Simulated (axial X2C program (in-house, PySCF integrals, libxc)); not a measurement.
**Relativistic diatomic calculation, with input and output: FH⁺**

System: FH⁺, single determinant with M_S = 1/2 and |Λ| = 1.
Method: PBE0, spin-free X2C-1e, F dyall-v3z, H dyall-v3z (cores contracted) (axial X2C program (in-house, PySCF integrals, libxc)).

What the run reported:

| quantity | value |
| --- | --- |
| outcome | converged |
| bond length rₑ | 1.012 Å |
| ωₑ | 3005 cm⁻¹ |
| energy at the minimum | −99.89987 hartree |
| depth below the fragments | 3.12 eV |
| largest ⟨S²⟩ along the curve | 0.75 |
| hardware | 1 thread of Arm Neoverse N1, 54 GiB of memory available, shared host |
| wall time | 1.5 s |
| peak memory | 0.18 GiB |

What is odd here:

This input holds a deliberate oddity: sparse fitting set (auxb = 6.0). The program ran to the end. Its numbers are those of the input as typed; this run alone doesn't show how far the oddity moves them.

Input:
```
{"zs": [9, 1], "q": 1, "bas": ["dyall-v3z", "dyall-v3z"], "levels": ["PBE0", "HF", "BP86", "PW91"], "cc": false, "r0": 0.96, "npts": 10, "nst": 2, "ntry": 6, "opt": {"auxb": 6.0}}
```

The line is the task of a batch: nuclear charges, charge, bases, the levels to run, a first guess of the distance and further settings. This report covers PBE0 without spin-orbit coupling. The log is that of the reference distance 1.013 Å, started from orbitals converged before.

Launched within a batch (the task file carries these settings):
```bash
python <driver script> task.json out
```

Output:
```
spin-free X2C-1e  PBE0
basis functions 55  fitting functions 163  grid points 4338
iter        total energy     max residual
   1        -99.899865523     2.00e-05
   2        -99.899865525     7.06e-06
converged
one-electron -144.01410014  Coulomb 49.69214305  exact exchange -2.50052141  xc functional -7.77886274  nuclear repulsion 4.70147571
```

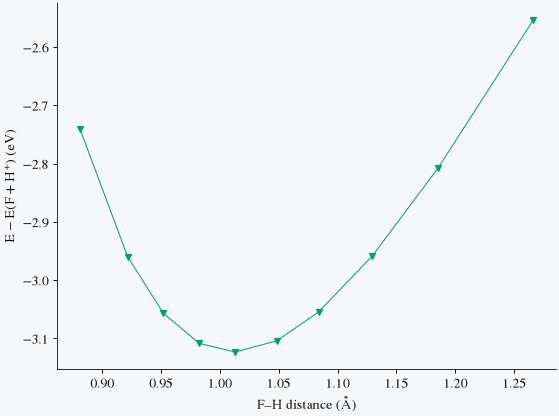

*Energy at 10 bond lengths, for one set of occupations held fixed; the line joins the points.*

A polynomial of degree 6 through 9 points gives rₑ = 1.012 Å, ωₑ = 3005 cm⁻¹, ωₑxₑ = 110 cm⁻¹ and Bₑ = 17.20 cm⁻¹. The minimum lies 3.12 eV below F + H⁺, each computed as one determinant at the same level.
